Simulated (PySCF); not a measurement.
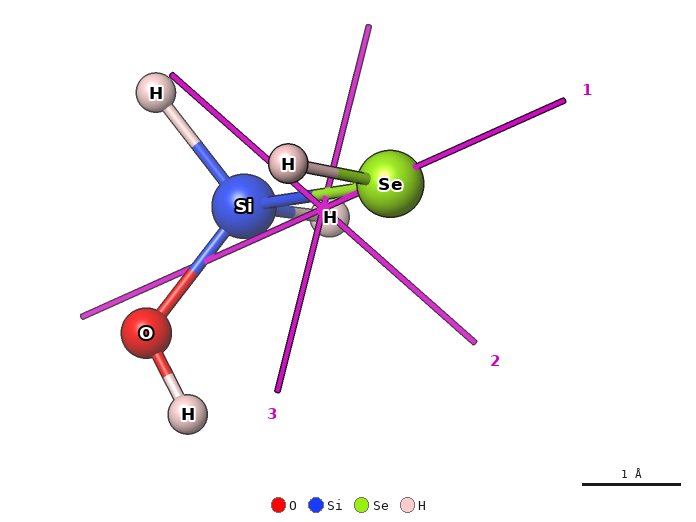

The three principal axes of inertia are drawn and numbered. Atoms fade into the background with distance from the viewer. Computed geometry: PBE0-D3(BJ)/def2-SVP optimisation. No frequency run is at hand to confirm it as a minimum. Masses are those of the most abundant isotopes; constants are for the rigid equilibrium geometry.

Question: Which line is the a axis (least moment of inertia), which b and which c?

Answer: a is line 1, b is line 3, c is line 2; the moments are 29.2, 214, 233 u Å².

Question: Classify the rotor and give the rotational constants (GHz).

Answer: An asymmetric top (C1): A = 17.3, B = 2.36, C = 2.17 GHz. Ray's parameter κ is −0.97, close to the prolate limit.
